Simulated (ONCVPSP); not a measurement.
# Run report: Ta, pseudopotential generation

- system: tantalum (Ta, Z = 73), core [Xe] 4f14, reference valence 5d3 6s1 6p1, valence charge 5.
- method: ONCV potential, PBEsol, fully relativistic, made with ONCVPSP 4.0.1

## Input
```
# ATOM AND REFERENCE CONFIGURATION
# atsym  z   nc   nv     iexc    psfile
  Ta 73.00   12    3  -116133      upf
#
#   n    l    f
    1    0    2.00
    2    0    2.00
    2    1    6.00
    3    0    2.00
    3    1    6.00
    3    2   10.00
    4    0    2.00
    4    1    6.00
    4    2   10.00
    4    3   14.00
    5    0    2.00
    5    1    6.00
    5    2    3.00
    6    0    1.00
    6    1    1.00
#
# PSEUDOPOTENTIAL AND OPTIMIZATION
# lmax
    2
#
#   l,   rc,      ep,       ncon, nbas, qcut
    0    2.15    0.00    4    8    3.40
    1    3.95    0.00    4    9    1.70
    2    2.85    0.00    3    7    6.60
#
# LOCAL POTENTIAL
# lloc, lpopt,  rc(5),   dvloc0
    4    5    1.55    0.00
#
# VANDERBILT-KLEINMAN-BYLANDER PROJECTORs
# l, nproj, debl
    0    2    2.50
    1    2    1.60
    2    2    0.90
#
# MODEL CORE CHARGE
# icmod, fcfact, rcfact
    3    3.25    1.35
#
# LOG DERIVATIVE ANALYSIS
# epsh1, epsh2, depsh
   -2.00    5.00    0.02
#
# OUTPUT GRID
# rlmax, drl
    6.00    0.01
#
# TEST CONFIGURATIONS
# ncnf
    4
# nvcnf
#   n    l    f
    3
    5    2    3.00
    6    0    2.00
    6    1    0.00
#
    3
    5    2    3.00
    6    0    1.00
    6    1    0.00
#
    3
    5    2    3.00
    6    0    0.00
    6    1    0.00
#
    3
    5    2    3.00
    6    0    1.50
    6    1    0.00
#
```

Command:
```bash
oncvpspr.x < Ta.dat > Ta.out
```

## Output (extracts)
```
ONCVPSP  (Optimized Norm-Conservinng Vanderbilt PSeudopotential)
relativistic version 4.0.1

#   n    l    f        energy (Ha)
    1    0    2.00    -2.4716087D+03
    2    0    2.00    -4.2441912D+02
    2    1    6.00    -3.5895938D+02    -4.0561578D+02
    3    0    2.00    -9.7255063D+01
    3    1    6.00    -7.8859755D+01    -8.8902819D+01
    3    2   10.00    -6.2573021D+01    -6.4760999D+01
    4    0    2.00    -1.9860209D+01
    4    1    6.00    -1.4103639D+01    -1.6419347D+01
    4    2   10.00    -8.0262602D+00    -8.4516236D+00
    4    3   14.00    -9.2940437D-01    -1.0022757D+00
    5    0    2.00    -2.7332596D+00
    5    1    6.00    -1.4132436D+00    -1.7361548D+00
    5    2    3.00    -1.7154654D-01    -1.9416158D-01
    6    0    1.00    -2.3626600D-01
    6    1    1.00    -7.1998489D-02    -9.0747091D-02

Reference configufation results
  iterations    35
  all-electron total energy (Ha)   -1.56210754D+04

Begin loop to  construct optimized pseudo wave functions
and semi-local pseudopoentials for all angular momenta

   Wellstate for l =  0  n =  8 kap= -1
     eigenvalue =   2.2637
     asymptotic potential =   2.7637
     half-point radius =  4.1684

Calculating optimized projector #   1

 for l=   0

    Fraction of norm inside rc  0.150657
    Optimizing pswf for qcut=   3.41 a_B^-1,  ecut=   5.80 Ha

optimize: ERROR ps0norm > uunorm, code will stop
```

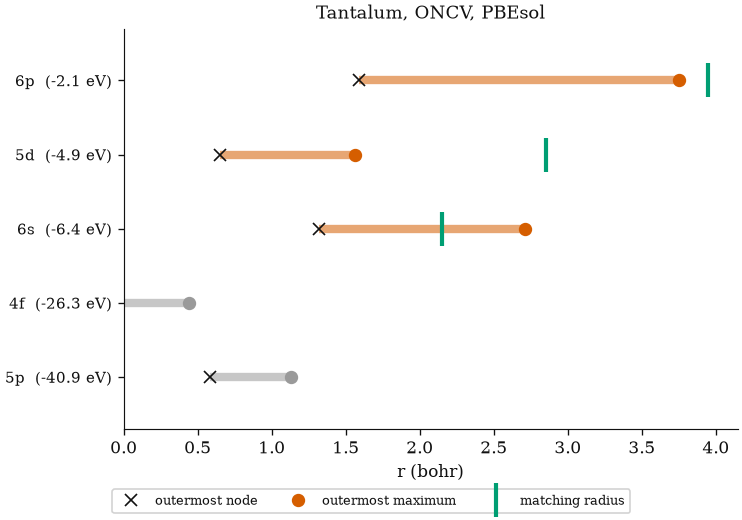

Outer shells of the all-electron reference atom: each bar runs from the outermost node (or the nucleus) to the outermost maximum of u(r); the tick is the radius chosen for the pseudo-wave. Shells without a tick have no pseudo-wave of their own. Levels, nodes and maxima are from ld1.x, scalar-relativistic.

- Radii against the shells: 6s: 2.15 bohr, between node and maximum; 5d: 2.85 bohr, outside the maximum; 6p: 3.95 bohr, outside the maximum.

## Outcome

| quantity | value |
| --- | --- |
| outcome | ended with an error |
| hardware | 1 CPU thread, shared host |
| wall time | 0.93 s |

## What went wrong

The generator stopped with the message “optimize: ERROR ps0norm > uunorm, code will stop”. In words: the continuity conditions at rc already need more norm inside rc than the all-electron wave has, so norm conservation cannot be met. It was at work on the s channel when it stopped.
